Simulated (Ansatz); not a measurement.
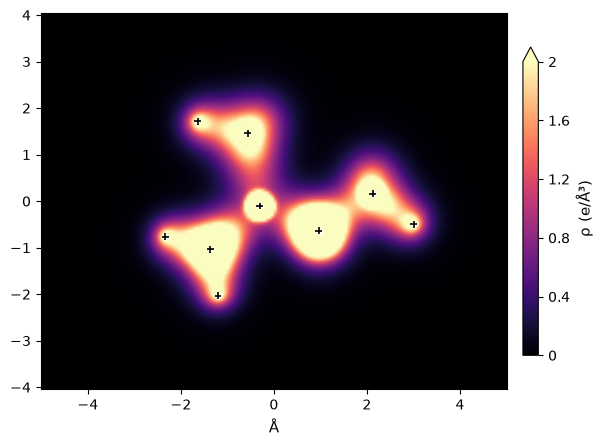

The electron density on a plane through atoms (crosses mark nuclei in the plane).

Level of theory: Ansatz 0.2.0, isolated molecule in a Gaussian basis; Kohn-Sham density functional theory, functional PBE0.

Candidates:
A. C₃H₃F₂NO (SMILES NC(=O)/C(F)=C/F)
B. C₄H₂F₂O₂ (SMILES O=C1C=CC(F)(F)O1)
C. C₂H₈BNO (SMILES COB(C)N)

Which system is this?

Candidate C: C₂H₈BNO on the plane of atoms O5, C1 and H7, which holds C, B, N, O and H. B–O (1.38 Å): ρ at the midpoint is about 2 e/Å³. C–O (1.40 Å): ρ at the midpoint is about 2.1 e/Å³, with its minimum of 1.8 e/Å³ about 0.5 Å from C.
